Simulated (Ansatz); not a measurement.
## Whose spectrum is this?

Method: Ansatz, LDA, independent particles, without spin-orbit coupling, line width 0.15 eV (Gaussian); metals get a typed carrier damping. The response is along the first axis of the cell.

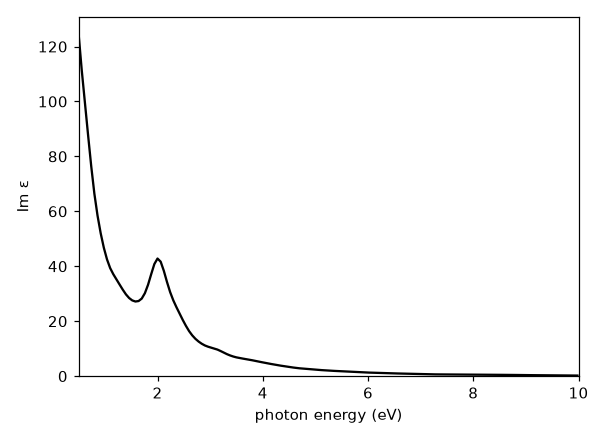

Question: To which candidate does it belong?
A. GaCo (Pm-3m)
B. Si2Mo (I4/mmm)
C. Ga (Cmce)
D. NiSb (P6_3/mmc)

Answer: C. Ga (Cmce): a metal, with a Drude term, main peak of the conductivity above 1 eV at 2.04 eV. The others: GaCo (Pm-3m), a metal, with a Drude term, main peak of the conductivity above 1 eV at 5.68 eV; Si2Mo (I4/mmm), a metal, with a Drude term, main peak of the conductivity above 1 eV at 5.71 eV; NiSb (P6_3/mmc), a metal, with a Drude term, main peak of the conductivity above 1 eV at 3.56 eV.
